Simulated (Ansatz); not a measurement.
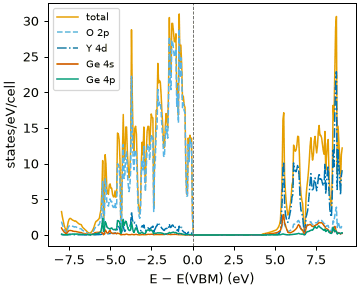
Fig. 1. Total and projected density of states of Y$_{2}$Ge$_{2}$O$_{7}$ in space group Fd-3m (No. 227; Y on 16d, Ge on 16c, O on 48f, O on 8b), r²SCAN (plane waves, PAW; program Ansatz)

Problem. Which orbitals carry the states next to the gap?

Solution. Top 1 eV of the valence band: O 2p 94 %. Bottom 1 eV of the conduction band: Ge 4s 43 %, O 2p 23 %, O 2s 21 %, Y 5s 6 %. Projections are on Löwdin-orthogonalised atomic valence shells; empty p or d shells of many metals are not among them.

Problem. Where is the tallest occupied peak in this window, and what makes it?

Solution. Near -0.8 eV, about 31 states/eV per cell; the largest projected share is O 2p.

The workflow started from a Materials Project entry (that database holds measured and hypothetical structures alike); the Crystallography Open Database copy checked does not list it. COD files the formula under space group No. 92, 96. Whether it is the stable phase at ambient conditions was not checked. Symmetry was held in the r²SCAN relaxation; its stability against distortions is not shown here. The run is not spin-polarised. Scalar-relativistic: spin–orbit coupling is off unless named, which matters more the heavier the elements.

Potentials: the later of the program's two PAW sets.
